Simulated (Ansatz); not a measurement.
# YSi2: how well frozen cores do

The same cell of YSi2 is computed with full-potential LAPW, frozen-core PAW and all-electron PAW on datasets made for the crystal, to set the results side by side.

Program: Ansatz 0.2.0. Level of theory: DFT PBEsol, scalar-relativistic. These are calculated values, not measurements.

## (1) Starting point

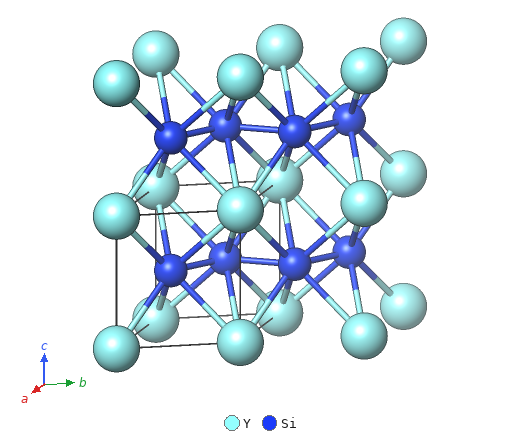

Start, viewed slightly off an axis; yttrium light teal, silicon blue. 1×2×2 cells are drawn. Atoms on the faces are drawn again on the opposite ones.

Structure file:

```cif
data_structure
_symmetry_space_group_name_H-M 'P6/mmm'
_symmetry_Int_Tables_number 191
_cell_length_a 3.8300
_cell_length_b 3.8300
_cell_length_c 4.1400
_cell_angle_alpha 90.000
_cell_angle_beta 90.000
_cell_angle_gamma 120.000
_cell_volume 52.59
loop_
_atom_site_label
_atom_site_type_symbol
_atom_site_symmetry_multiplicity
_atom_site_Wyckoff_symbol
_atom_site_fract_x
_atom_site_fract_y
_atom_site_fract_z
_atom_site_occupancy
Y1 Y 1 a 0.00000 0.00000 0.00000 1
Si1 Si 2 d 0.33333 0.66667 0.50000 1
```

The file gives the conventional cell by its symmetry; the runs use the cell typed in the input.

The cell comes from a crystallographic database entry that wasn't checked; take it as a given geometry, which may be far from equilibrium.

Atoms are numbered in the order of the input: Y1, Si2, Si3.

## (2) Full-potential LAPW

File input.yaml:

```yaml
crystal:
  lattice:
    - [3.8300011707, 0.0, 0.0]
    - [-1.9150005853, 3.3168783103, 0.0]
    - [0.0, 0.0, 4.14]
  atoms:
    - { symbol: "Y", position: [0.0, 0.0, 0.0] }
    - { symbol: Si, position: [0.3333333333, 0.6666666667, 0.5] }
    - { symbol: Si, position: [0.6666666667, 0.3333333333, 0.5] }
kpoints:
  mp_grid: { grid: [12, 12, 10] }
  band_path:
    path:
      - [0.0, 0.0, 0.0]
      - [0.5, 0.0, 0.0]
      - [0.3333333333, 0.3333333333, 0.0]
      - [0.0, 0.0, 0.0]
      - [0.0, 0.0, 0.5]
      - [0.5, 0.0, 0.5]
      - [0.3333333333, 0.3333333333, 0.5]
      - [0.0, 0.0, 0.5]
      - [0.5, 0.0, 0.5]
    npoints: 14
scf:
  occupations: { method: fermi_dirac, width: 0.05 }
hamiltonian:
  xc: pbesol
  pseudopotentials: { kind: all_electron, lapw: { basis_error: 0.001 } }
output:
  forces: true
  stress: true
  eigenvalues: true
  populations: true
  dos: { projected: true, de: 0.2, e_range: [-14, 8] }
```

Run with:

```console
$ ansatz run input.yaml --threads 1 --pin off --max-ram 4096MiB --backend cpu --events-out ev --progress --plain --runs-dir out
```

Output:

```text
Y: projections on atomic orbitals take those of the free atom 1s2 2s2 2p6 3s2 3p6 3d10 4s2 4p6 4d1 5s2, of charge +0.00 (hamiltonian.pseudopotentials.projection_atoms)
Si: projections on atomic orbitals take those of the free atom 1s2 2s2 2p6 3s2 3p2, of charge +0.00 (hamiltonian.pseudopotentials.projection_atoms)
LAPW: plane waves up to 8.332 Å⁻¹, error target 1.0e-3 eV per atom; small_component_spin mean_spin; Si in spheres of 1.106 Å, 12 of its electrons in bands, Dirac shells []; Y in spheres of 1.250 Å, 29 of its electrons in bands, Dirac shells []
Engine: ansatz 0.2.0
Pseudopotentials: kind: all_electron
Pseudopotential: Y, LAPW, valence charge 29, Koelling and Harmon's equation, gaussian nucleus
Pseudopotential: Si, LAPW, valence charge 12, Koelling and Harmon's equation, gaussian nucleus
Functional definition: PBEsol
  exchange = pbesol_x
  correlation = pbesol_c
Crystal: 3 atoms, lattice volume = 52.593 Å³
Basis set: ecut = 264.4678518574068 eV, 527 PW (Γ), exchange–correlation at level 2
Bands: 32, of which v1, the nominal top of the filled ones, is band 27 counted from 1 (26 counted from 0)
Symmetry: 24 space group operations
Space group: P6/mmm (ITA 191), of the structure as read, at distance tolerance 3.7e-5 Å
k-points: 114 of 1440
Non-local potential: Y, projectors of the file, none
Non-local potential: Si, projectors of the file, none
Initial density: superposition of atomic densities (chi_scale 0.1, normalization cell, long waves kept (reshape's long-wave potential 0.00 eV rms))
Initial wavefunctions: plane waves of lowest kinetic energy (no species holds an atomic orbital)
Functional: x = pbesol(κ = 0.804, μ = 0.12345679012345678), c = pbesol(β = 0.046)
iter 1 solved again at ethr=1.57e-3 eV; its pass at ethr=1.00e-1 eV (dr2=8.30e-1 eV) is discarded
SCF iter   1: F=—  HF=-107823.501750 eV  |F-HF|=—  |Δ(HF+E_count)|=         —  Δρ=2.78e-2  dr2=8.34e-1  ethr=1.57e-3  ⟨swp⟩=2.0  Hψ=23661  notcnv=0
preconditioner: auto → Kerker (q_TF=auto, 2.732 Å⁻¹)  [metal: Δε(μ)=0.011 eV  Ē_g=8.487 eV  σ=0.050 eV  W_gap=0.06  n_scr=20 (ndim 8)  ℏωp=17.0 eV  f_vac=0.000  D(μ)=1.61/eV (n_scr^D=8)]
SCF iter   2: F=—  HF=-107823.348138 eV  |F-HF|=—  |Δ(HF+E_count)|=   1.54e-1  Δρ=1.83e-2  dr2=3.94e-1  ethr=1.57e-3  ⟨swp⟩=2.0  Hψ=10492  notcnv=0
iter 3 solved again at ethr=5.70e-5 eV; its pass at ethr=7.44e-4 eV (dr2=3.02e-2 eV) is discarded
SCF iter   3: F=—  HF=-107823.248524 eV  |F-HF|=—  |Δ(HF+E_count)|=   9.96e-2  Δρ=4.35e-3  dr2=3.00e-2  ethr=5.70e-5  ⟨swp⟩=2.0  Hψ=18100  notcnv=0
SCF iter   4: F=—  HF=-107823.241782 eV  |F-HF|=—  |Δ(HF+E_count)|=         —  Δρ=8.95e-4  dr2=4.14e-4  ethr=5.65e-5  ⟨swp⟩=2.9  Hψ=10787  notcnv=0
the basis was enlarged: its passes take 169.4 KiB over the memory plan, 1 of 1 planned eigensolver slots
SCF iter   5: F=—  HF=-107823.240286 eV  |F-HF|=—  |Δ(HF+E_count)|=   1.50e-3  Δρ=3.79e-4  dr2=1.09e-4  ethr=7.82e-7  ⟨swp⟩=3.0  Hψ=10387  notcnv=0
SCF iter   6: F=—  HF=-107823.240262 eV  |F-HF|=—  |Δ(HF+E_count)|=   2.42e-5  Δρ=1.71e-4  dr2=2.09e-5  ethr=2.06e-7  ⟨swp⟩=2.0  Hψ=9896  notcnv=0
SCF iter   7: F=—  HF=-107823.240258 eV  |F-HF|=—  |Δ(HF+E_count)|=   4.00e-6  Δρ=3.12e-5  dr2=8.02e-7  ethr=3.94e-8  ⟨swp⟩=2.0  Hψ=9898  notcnv=0
SCF iter   8: F=—  HF=-107823.240257 eV  |F-HF|=—  |Δ(HF+E_count)|=   4.56e-7  Δρ=1.28e-5  dr2=1.04e-7  ethr=1.51e-9  ⟨swp⟩=2.3  Hψ=9930  notcnv=0
SCF iter   9: F=-107823.240257 eV  HF=-107823.240257 eV  |F-HF|=1.12e-8  |Δ(HF+E_count)|=   1.42e-8  Δρ=4.31e-6  dr2=1.41e-8  ethr=1.96e-10  ⟨swp⟩=2.3  Hψ=9935  notcnv=0
SCF 1 converged in 9 iterations: F = -107823.240257 eV  dr2 = 1.41e-8
NSCF: frozen V_eff on 113 k-points
SCF converged after 9 iterations
Free energy (F): -107823.240257 eV
Harris-Foulkes:  -107823.240257 eV  (|F-HF|=1.12e-8)
Internal energy: -107823.226076 eV  (E = F + TS)
E sigma→0 (E₀):  -107823.233167 eV
Entropy (-TS):   -0.014181 eV (-4.727 meV/atom)
Fermi energy:    13.932873 eV
--- Per-component energies (eV) ---
  E_band       = -5021.827722
  E_kinetic    = 110742.842775
  E_xc         = -4043.173240
  E_electrostatic = -214522.895611  (all electrons and nuclei)
  E_smearing   = -0.014181  (= −TS)
  E_closure    = 0.000000  (closes the sum)
  E_atoms      = -107805.202219  (free atoms, spherical and without spin; not in F)
  Σ components = -107823.240257   (vs F -107823.240257, Δ=0.00e0)
  Basis errors (estimates in eV, not in F): energy 4.9e-4 per atom: plane waves 4.4e-4 (2.5e-4 summed), levels above the bands 2.6e-30, relativity 1.4e-8, radial functions 5.0e-5, core shells 5.5e-13; eigenvalues (radial functions only) 8.4e-6; not estimated: angular momenta, meshes, grids; target (lapw.basis_error) 1.0e-3; muffin-tin radii Si 1.106 Å, Y 1.250 Å
--- Forces (eV/Å), atoms counted from 1 ---
  atom   1  Y     -0.00000000     0.00000000     0.00000000
  atom   2  Si     0.00000000     0.00000000     0.00000000
  atom   3  Si    -0.00000000    -0.00000000    -0.00000000
  max |Σ_I F_I| component: 5.26e-30 eV/Å
--- Stress (GPa, compression-positive) ---
       15.059298       0.000000      -0.000000
        0.000000      15.059298      -0.000000
       -0.000000      -0.000000      -2.276723
  P = ⅓ Tr σ = 9.2806 GPa (92.806 kbar)
--- Band table (eV; the first three rows and the last of 114) ---
  k-point 0: bands = ["-348.7301", "-266.6772", "-266.6772", "-266.6762", "-131.5460", "-131.5460", "-131.5451", "-131.5451", "-131.5447", "-120.0122", "-119.9980", "-76.3064", "-76.3064", "-76.2627", "-76.2627", "-76.2597", "-76.2513", "-28.4981", "-8.6403", "-8.4738", "-8.4738", "0.9771", "10.5714", "10.5714", "10.7538", "11.8717", "14.0750", "15.1340", "15.1340", "16.4784", "16.4784", "17.2856"]
  k-point 1: bands = ["-348.7301", "-266.6772", "-266.6772", "-266.6762", "-131.5460", "-131.5460", "-131.5451", "-131.5451", "-131.5447", "-120.0122", "-119.9980", "-76.3064", "-76.3064", "-76.2627", "-76.2627", "-76.2597", "-76.2513", "-28.4976", "-8.6574", "-8.4727", "-8.4727", "1.0563", "10.0775", "10.6239", "10.6239", "12.5422", "14.1407", "14.6467", "14.6467", "16.9117", "16.9117", "17.1437"]
  k-point 2: bands = ["-348.7301", "-266.6772", "-266.6772", "-266.6762", "-131.5460", "-131.5460", "-131.5451", "-131.5451", "-131.5447", "-120.0122", "-119.9980", "-76.3064", "-76.3064", "-76.2627", "-76.2627", "-76.2597", "-76.2513", "-28.4963", "-8.7016", "-8.4698", "-8.4698", "1.2742", "9.0968", "10.7730", "10.7730", "13.5510", "13.9693", "13.9693", "14.3311", "16.1406", "16.1406", "18.3491"]
  k-point 113: bands = ["-348.7301", "-266.6772", "-266.6772", "-266.6762", "-131.5460", "-131.5460", "-131.5451", "-131.5451", "-131.5447", "-120.0051", "-120.0051", "-76.3106", "-76.2846", "-76.2846", "-76.2585", "-76.2555", "-76.2555", "-28.4691", "-8.6970", "-8.6590", "-8.6590", "4.4540", "4.4540", "8.2965", "10.8320", "10.8320", "15.2605", "17.2392", "17.2392", "17.7611", "18.2687", "18.5708"]
--- Löwdin populations: 3 sites ---
  site symbol       q [e]
     0      Y     38.7326
     1     Si     14.0448
     2     Si     14.0448
  spilling = 0.002652 (of n_electrons = 67.000000)
```

It took 63 s on 1 thread of Arm Neoverse V1, shared host; peak memory 0.56 GiB.

Read from it: pressure 9.28 GPa; no gap.

Levels at the path's labelled points, in eV from the Fermi level:

| point | band 23 | band 24 | band 25 | band 26 | band 27 | band 28 | band 29 |
| --- | --- | --- | --- | --- | --- | --- | --- |
| Γ | -3.36 | -3.36 | -3.18 | -2.06 | 0.14 | 1.20 | 1.20 |
| M | -9.21 | -4.15 | -3.37 | -2.71 | 0.34 | 1.24 | 2.18 |
| K | -9.28 | -6.78 | -2.37 | -2.37 | 0.88 | 0.88 | 1.71 |
| Γ | -3.36 | -3.36 | -3.18 | -2.06 | 0.14 | 1.20 | 1.20 |
| A | -6.56 | -2.64 | -2.64 | -0.93 | -0.93 | 0.64 | 0.64 |
| L | -8.28 | -4.79 | -3.60 | -3.32 | -0.33 | 2.68 | 4.22 |
| H | -9.48 | -5.64 | -3.10 | -3.10 | 1.33 | 3.31 | 3.31 |
| A | -6.56 | -2.64 | -2.64 | -0.93 | -0.93 | 0.64 | 0.64 |
| L | -8.28 | -4.79 | -3.60 | -3.32 | -0.33 | 2.68 | 4.22 |

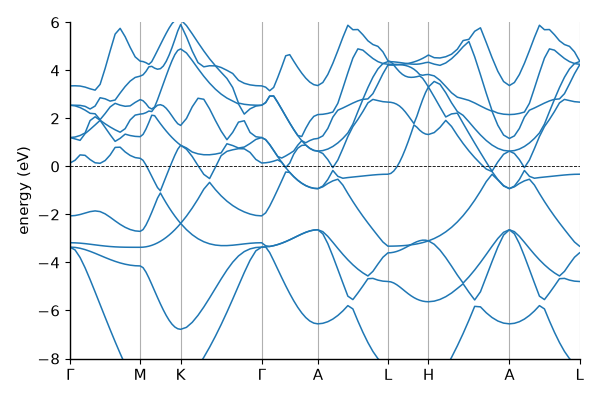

Bands along the path, counted from its Fermi level.

States per cell in windows of 1 eV (zero at the Fermi level; grid of 0.20 eV, so sharp peaks spill over the borders):

```csv
from,to,total,Y 4d,Si 3p,Si 3s
-10,-9,0.19,0.02,0.06,0.10
-9,-8,0.73,0.07,0.34,0.28
-8,-7,0.47,0.05,0.24,0.17
-7,-6,0.43,0.05,0.26,0.10
-6,-5,1.01,0.10,0.75,0.08
-5,-4,1.42,0.16,1.12,0.06
-4,-3,1.81,0.34,1.37,0.01
-3,-2,0.91,0.40,0.45,0.02
-2,-1,0.97,0.58,0.31,0.03
-1,0,1.00,0.38,0.37,0.14
0,1,1.30,0.53,0.44,0.17
1,2,1.86,0.92,0.38,0.21
2,3,2.50,1.31,0.35,0.21
3,4,2.47,1.36,0.42,0.24
4,5,2.54,1.34,0.45,0.24
```

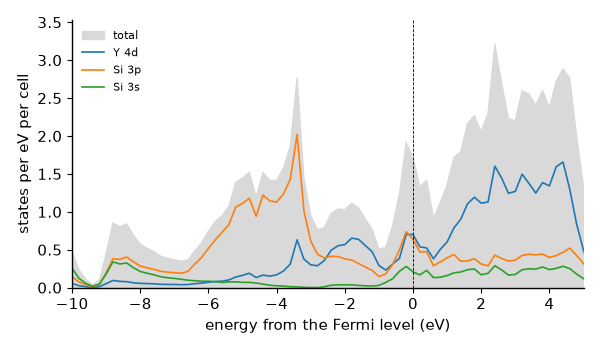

Density of states, total and projected.

(Part 1 of 2 ends here.)
